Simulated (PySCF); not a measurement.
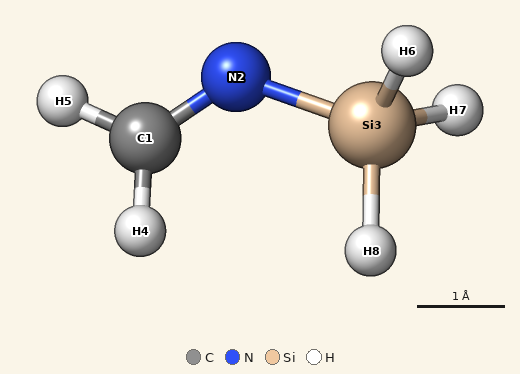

**Figure 1.** The structure (ball-and-stick view, seen at a tilt; atoms are numbered from 1 in the order of the input).

# Two runs on CH₅NSi

System: CH₅NSi, SMILES C=N[SiH3].
Method of run A: GIAO PBE0/6-31G* NMR shielding, non-relativistic, gas phase (PySCF 2.14.0).

The geometry comes from this level: PBE0-D3(BJ)/def2-SVP. Text and figures count atoms from 1; the logs count them from 0 in places.

Input file, run A:
```
{"job": {"kind": "nmr", "xc": "PBE0", "basis": "6-31G*", "pop": true}, "charge": 0, "multiplicity": 1}
C      1.531166    -0.063050     0.005319
N      0.472305    -0.406723     0.598448
Si    -1.153020    -0.009318     0.065794
H      1.565626     0.533945    -0.933169
H      2.519777    -0.352662     0.409615
H     -1.813718     0.773409     1.149028
H     -1.895416    -1.285127    -0.142021
H     -1.164719     0.789399    -1.207412
```

The first line tells a small driver script what to run in PySCF; the rest is the geometry in Å.

Command:
```bash
OMP_NUM_THREADS=1 python <driver script> task.json out
```

Hardware: 1 CPU thread, shared host.

Output (run A):
```
coarse grid: 6872 points
cycle   1  E = -385.0720363205  dE =  5.023e-02  |g| = 3.505e-01  |ddm| = 2.462e+00
cycle   2  E = -385.0046308276  dE =  6.741e-02  |g| = 6.435e-01  |ddm| = 8.991e-01
cycle   3  E = -385.1017179679  dE = -9.709e-02  |g| = 4.730e-02  |ddm| = 5.843e-01
cycle   4  E = -385.1021915074  dE = -4.735e-04  |g| = 2.262e-02  |ddm| = 6.127e-02
cycle   5  E = -385.1023291671  dE = -1.377e-04  |g| = 2.073e-03  |ddm| = 2.273e-02
cycle   6  E = -385.1023302884  dE = -1.121e-06  |g| = 4.581e-04  |ddm| = 2.576e-03
final grid: 60992 points
cycle   7  E = -385.0692198913  dE = -6.791e-06  |g| = 4.500e-03  |ddm| = 9.383e-03
cycle   8  E = -385.0692171622  dE =  2.729e-06  |g| = 5.705e-03  |ddm| = 1.005e-02
cycle   9  E = -385.0692250405  dE = -7.878e-06  |g| = 1.072e-03  |ddm| = 5.752e-03
cycle  10  E = -385.0692253091  dE = -2.686e-07  |g| = 1.240e-04  |ddm| = 8.378e-04
cycle  11  E = -385.0692253128  dE = -3.618e-09  |g| = 2.082e-05  |ddm| = 1.217e-04
cycle  12  E = -385.0692253129  dE = -1.126e-10  |g| = 4.974e-06  |ddm| = 2.999e-05
converged SCF energy = -385.0692253129

GIAO shielding tensors (ppm)
atom      isotropic    diamagn.    paramagn.     s11        s22        s33       span
  0 C       31.609     255.660    -224.051    -56.771     18.144    133.453    190.224
  1 N      -98.322     321.414    -419.736   -466.476   -125.627    297.135    763.611
  2 Si     431.637     881.658    -450.021    373.257    431.767    489.888    116.631
  3 H       23.499      30.249      -6.750     21.818     23.050     25.629      3.812
  4 H       23.557      28.140      -4.583     23.001     23.600     24.070      1.069
  5 H       26.779      29.127      -2.348     24.592     25.450     30.295      5.703
  6 H       26.769      29.117      -2.348     24.576     25.453     30.278      5.702
  7 H       27.086      29.808      -2.722     24.979     25.485     30.795      5.817
```

The input of run B differs as follows (lines with − go, lines with + come):
```diff
-"basis": "6-31G*"
+"basis": "pcSseg-0"
```

How does run B compare with run A?

The total energy of run B is 351.2 kcal/mol higher, which measures the change of basis and not a stability. The HOMO goes from −7.03 to −6.90 eV. The LUMO goes from −0.59 to −0.72 eV. The dipole moment goes from 1.47 to 1.71 D. Of all shieldings, the largest change is that of N2, by −72.5 ppm. The number of SCF iterations is the same. The basis functions go from 56 to 41.

Output (run B):
```
coarse grid: 6872 points
cycle   1  E = -384.4504824057  dE =  4.881e-02  |g| = 3.359e-01  |ddm| = 2.665e+00
cycle   2  E = -384.3836519404  dE =  6.683e-02  |g| = 6.456e-01  |ddm| = 1.038e+00
cycle   3  E = -384.4797272454  dE = -9.608e-02  |g| = 3.857e-02  |ddm| = 6.585e-01
cycle   4  E = -384.4800927566  dE = -3.655e-04  |g| = 1.584e-02  |ddm| = 6.464e-02
cycle   5  E = -384.4801571262  dE = -6.437e-05  |g| = 3.218e-03  |ddm| = 1.948e-02
cycle   6  E = -384.4801600533  dE = -2.927e-06  |g| = 5.001e-04  |ddm| = 5.340e-03
final grid: 60992 points
cycle   7  E = -384.5094848169  dE = -4.912e-06  |g| = 2.681e-03  |ddm| = 9.696e-03
cycle   8  E = -384.5094843629  dE =  4.541e-07  |g| = 3.051e-03  |ddm| = 6.940e-03
cycle   9  E = -384.5094865700  dE = -2.207e-06  |g| = 6.472e-04  |ddm| = 3.925e-03
cycle  10  E = -384.5094866639  dE = -9.386e-08  |g| = 7.012e-05  |ddm| = 5.576e-04
cycle  11  E = -384.5094866652  dE = -1.316e-09  |g| = 1.410e-05  |ddm| = 9.991e-05
cycle  12  E = -384.5094866653  dE = -6.077e-11  |g| = 2.484e-06  |ddm| = 2.761e-05
converged SCF energy = -384.5094866653

GIAO shielding tensors (ppm)
atom      isotropic    diamagn.    paramagn.     s11        s22        s33       span
  0 C        9.951     253.596    -243.645    -90.816     -4.434    125.102    215.917
  1 N     -170.781     335.167    -505.947   -666.534   -161.752    315.945    982.479
  2 Si     417.706     879.688    -461.982    329.990    406.067    517.061    187.071
  3 H       23.715      29.218      -5.503     21.541     24.642     24.962      3.421
  4 H       23.562      27.842      -4.280     23.247     23.390     24.050      0.803
  5 H       27.300      28.967      -1.667     24.004     26.549     31.348      7.344
  6 H       27.290      28.965      -1.675     24.000     26.548     31.321      7.321
  7 H       27.778      29.157      -1.380     25.504     25.570     32.259      6.754
```

The two runs side by side:

| quantity | run A | run B |
| --- | --- | --- |
| outcome | converged | converged |
| total energy (hartree) | −385.069225 | −384.509487 |
| HOMO (eV) | −7.03 | −6.90 |
| LUMO (eV) | −0.59 | −0.72 |
| dipole moment (D) | 1.47 | 1.71 |
| shielding of C1 (ppm) | 31.6 | 10.0 |
| shielding of N2 (ppm) | −98.3 | −170.8 |
| shielding of Si3 (ppm) | 431.6 | 417.7 |
| shielding of H4 (ppm) | 23.5 | 23.7 |
| shielding of H6 (ppm) | 26.8 | 27.3 |
| shielding of H7 (ppm) | 26.8 | 27.3 |
| shielding of H8 (ppm) | 27.1 | 27.8 |
| SCF iterations | 12 | 12 |
| basis functions | 56 | 41 |
| wall time (shared host) | 2.8 s | 1.9 s |
